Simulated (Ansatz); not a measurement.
# ZrSi+ (sextet): correlated methods under varied settings at distance Zr1–Si2 = 2.068 Å

What do other methods and options give for ZrSi+ (sextet) at this geometry, and how long do they take?

Computed with Ansatz 0.2.0, Gaussian basis. Level: the settings change from run to run.

45 further runs of the same task are left out: 30 for a known fault of the program, 12 that didn't finish, 3 set aside as unsound or not needed.

## Step 1: The system

The geometry derives from a PBE0/def2-TZVP stationary point (not a proven minimum). One bond is set to the value named and the two fragments are kept rigid. No spin-orbit coupling is included. Elements past krypton take def2 core potentials.

2 atoms, charge 1, spin multiplicity 6.

Atoms are counted from 1 here; the program's logs count them from 0.

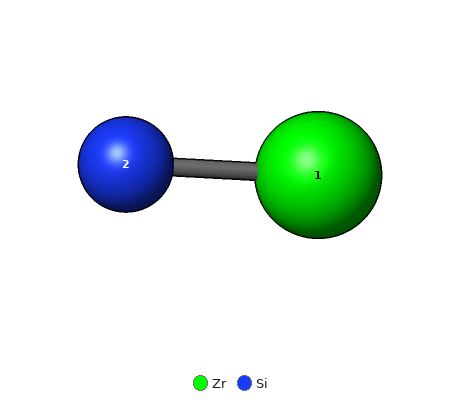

The structure; zirconium green, silicon blue; atoms are numbered from 1 in the order of the file.

## Step 2: HF/def2-SVP

The input, in.yaml:

```yaml
crystal:
  periodic: [false, false, false]
  atoms:
    - {symbol: Zr, position_ang: [0.000000, 0.000000, 0.000000]}
    - {symbol: Si, position_ang: [0.000000, 0.000000, 2.068000]}
basis:
  gaussian: {orbitals: def2-SVP}
total_charge: 1
magnetization: {spin_polarized: true, initial_magnetization: 5}
hamiltonian: {xc: hf}
scf: {lower_state_search: full}
output: {forces: true, orbitals: {seedname: orbitals}}
```

Started as:

```console
ansatz run in.yaml --threads 1 --pin off --events-out ev --progress --plain --max-ram 2393MiB
```

Log:

```text
Functional definition: HF
  name "HF"
  cite "Fock, Z. Phys. 61, 126 (1930) doi:10.1007/BF01340294"
  parent pbe
  exchange = exact_x
  correlation = 0
496 factors; integrals over basis functions are off by at most 9.2e-4 eV
mean field evaluation 1: about -9113.4662 eV, gradient 1.2e1 eV
mean field evaluation 2: about -9113.4730 eV, gradient 1.2e1 eV
mean field evaluation 4: about -9114.5228 eV, gradient 1.7e0 eV
mean field evaluation 8: about -9114.6425 eV, gradient 1.9e-1 eV
mean field evaluation 16: about -9112.5488 eV, gradient 2.7e0 eV
mean field evaluation 32: about -9113.5586 eV, gradient 6.6e-1 eV
mean field evaluation 64: about -9113.0621 eV, gradient 2.5e0 eV
mean field evaluation 96: about -9106.6903 eV, gradient 7.4e0 eV
mean field evaluation 128: about -9086.3494 eV, gradient 1.2e2 eV
mean field evaluation 160: about -9112.9163 eV, gradient 1.6e0 eV
mean field evaluation 192: about -9110.1793 eV, gradient 9.9e0 eV
mean field evaluation 224: about -9113.0534 eV, gradient 2.6e-1 eV
mean field -9114.64440604 eV, -334.9570037941 hartree, gradient 1.6e-5 eV, S^2 8.755998; 9 other end points of the search recorded, 0 dependent functions left out
the calculation of the forces begins
reference -9114.64440604 eV, -334.9570037941 hartree; 15, 10 occupied and 34, 39 virtual orbitals, 496 factors
Total energy: -9114.64440604 eV, -334.9570037941 hartree
Atom 0 at     0.000000     0.000000     0.000000 Å, force     0.000000    -0.000000   -11.165809 eV/Å
Atom 1 at     0.000000     0.000000     2.068000 Å, force    -0.000000     0.000000    11.165809 eV/Å
Dipole moment:    -0.000000     0.000000    -0.527519 e Å
```

It took 2 s on 1 thread of Arm Neoverse V1, shared host.

From the report: ⟨S²⟩ of the determinant 8.756 (pure sextet: 8.75).

## Step 3: MP2 on ROHF/def2-SVP

The input, in.yaml:

```yaml
crystal:
  periodic: [false, false, false]
  atoms:
    - {symbol: Zr, position_ang: [0.000000, 0.000000, 0.000000]}
    - {symbol: Si, position_ang: [0.000000, 0.000000, 2.068000]}
basis:
  gaussian: {orbitals: def2-SVP}
total_charge: 1
magnetization: {spin_polarized: false, initial_magnetization: 5}
correlation: {method: mp2, electrons: valence}
accuracy: high
```

Launched as before.

Log, shortened:

```text
Functional definition: HF
  name "HF"
  cite "Fock, Z. Phys. 61, 126 (1930) doi:10.1007/BF01340294"
  parent pbe
[...]
892 factors; integrals over basis functions are off by at most 3.3e-9 eV
[...]
mean field -9114.54319701 eV, -334.9532844308 hartree, gradient 3.4e-8 eV, S^2 8.750000; 10 other end points of the search recorded, 0 dependent functions left out
[...]
5 core orbitals not correlated: weight in the atoms' cores, before any rotation towards them, 1.000 or more for the frozen orbitals, at most 0.000 for the correlated occupied ones
reference -9114.54319701 eV, -334.9532844308 hartree; 10, 5 occupied and 34, 39 virtual orbitals, 892 factors
second order -6.13277024 eV of doubles, -0.07442998 eV of singles
Total energy: -9120.75039722 eV, -335.1813948313 hartree
```

Wall time 2.2 s (1 thread of Arm Neoverse V1, shared host).

## Step 4: CISD/def2-SVP

Edit in.yaml of step 3 so:

```diff
@@ -9,3 +9,3 @@
 magnetization: {spin_polarized: false, initial_magnetization: 5}
-correlation: {method: mp2, electrons: valence}
+correlation: {active_space: {ras: {orbitals: [1, 5, 34], electrons: 7, max_holes: 2, max_particles: 2}, fixed_orbitals: true}}
 accuracy: high
```

The command is unchanged.

Log:

```text
Functional definition: HF
  name "HF"
  cite "Fock, Z. Phys. 61, 126 (1930) doi:10.1007/BF01340294"
  parent pbe
  exchange = exact_x
  correlation = 0
892 factors; integrals over basis functions are off by at most 3.3e-9 eV
mean field evaluation 1: about -9113.2394 eV, gradient 1.5e1 eV
mean field evaluation 2: about -9113.6074 eV, gradient 1.4e1 eV
mean field evaluation 4: about -9114.5042 eV, gradient 2.1e0 eV
mean field evaluation 8: about -9114.5406 eV, gradient 2.8e-1 eV
mean field evaluation 16: about -9114.5432 eV, gradient 1.8e-8 eV
mean field evaluation 32: about -9114.5432 eV, gradient 3.1e-7 eV
mean field evaluation 64: about -9114.5379 eV, gradient 4.5e-1 eV
mean field evaluation 96: about -9113.6076 eV, gradient 1.4e1 eV
mean field -9114.54319701 eV, -334.9532844308 hartree, gradient 3.4e-8 eV, S^2 8.750000; 10 other end points of the search recorded, 0 dependent functions left out
reference -9114.54319701 eV, -334.9532844308 hartree; 15, 10 occupied and 34, 39 virtual orbitals, 892 factors
state -9117.39996159 eV, -335.0582685929 hartree
Total energy: -9117.39996159 eV, -335.0582685929 hartree
```

Wall time 3.9 s (1 thread of Arm Neoverse V1, shared host).

From the report: 15,302 determinants.

## Step 5: CCSDT/def2-SVP

The input, in.yaml:

```yaml
crystal:
  periodic: [false, false, false]
  atoms:
    - {symbol: Zr, position_ang: [0.000000, 0.000000, 0.000000]}
    - {symbol: Si, position_ang: [0.000000, 0.000000, 2.068000]}
basis:
  gaussian: {orbitals: def2-SVP}
total_charge: 1
magnetization: {spin_polarized: true, initial_magnetization: 5}
hamiltonian: {xc: {name: PBE0}}
correlation: {method: ccsdt, electrons: outside_noble_gas}
accuracy: high
output: {forces: true}
```

The command is unchanged.

Log, shortened:

```text
Functional definition: PBE0
  name "PBE0"
  cite "Adamo & Barone, J. Chem. Phys. 110, 6158 (1999) doi:10.1063/1.478522"
  cite "Perdew, Burke & Ernzerhof, Phys. Rev. Lett. 77, 3865 (1996) doi:10.1103/PhysRevLett.77.3865"
  parent pbe
[...]
892 factors; integrals over basis functions are off by at most 3.3e-9 eV
[...]
mean field -9138.07105045 eV, -335.8179170971 hartree, gradient 3.7e-8 eV, S^2 8.751454; 2 other end points of the search recorded, 0 dependent functions left out
9 core orbitals not correlated: weight in the atoms' cores, before any rotation towards them, 0.989 or more for the frozen orbitals, at most 0.008 for the correlated occupied ones
reference -9114.38459952 eV, -334.9474560807 hartree; 6, 1 occupied and 34, 39 virtual orbitals, 892 factors
second order -2.53616667 eV of doubles, -0.12134353 eV of singles
cycle   1  -2.94008638 eV  change   -2.9e-1 eV  update   6.9e-2
[...]
cycle  29  -3.22185607 eV  change  -8.4e-11 eV  update  4.5e-10
[...]
Total energy: -9117.60645559 eV, -335.0658571073 hartree
Atom 0 at     0.000000     0.000000     0.000000 Å, force    -0.000000    -0.000000   -11.102295 eV/Å
Atom 1 at     0.000000     0.000000     2.068000 Å, force     0.000000    -0.000000    11.102295 eV/Å
Dipole moment:     0.000000     0.000000    -0.351716 e Å
```

Run time: 91 s. Hardware: 1 thread of Arm Neoverse V1, shared host; peak memory 0.54 GiB.

From the report: ⟨S²⟩ of the determinant 8.751 (pure sextet: 8.75); correlation -3.2219 eV; T1 0.018; largest double amplitude 0.04. The orbitals are Kohn-Sham ones, so correlation energy and T1 don't compare with those on Hartree-Fock orbitals.

## Step 6: All runs side by side

| level | correlated | functions | energy (eV) | time |
| --- | --- | --- | --- | --- |
| HF/def2-SVP |  | 49 | -9114.6444 | 2 s |
| MP2 on ROHF/def2-SVP | valence | 49 | -9120.7504 | 2.2 s |
| CISD/def2-SVP | outside noble gas | 49 | -9117.4000 | 3.9 s |
| CCSDT/def2-SVP (on PBE0 orbitals) | outside noble gas | 49 | -9117.6065 | 91 s |

## Step 7: What came out

| quantity | value |
| --- | --- |
| runs | 4 |
| quickest | HF/def2-SVP, 2 s |
| slowest | CCSDT/def2-SVP (on PBE0 orbitals), 91 s |

**Reading.** Total energies in different bases, with other cores or another treatment of relativity can't be set against each other. CCSDT/def2-SVP (on PBE0 orbitals) took 44 times as long as HF/def2-SVP; the jobs differ in more than the method.
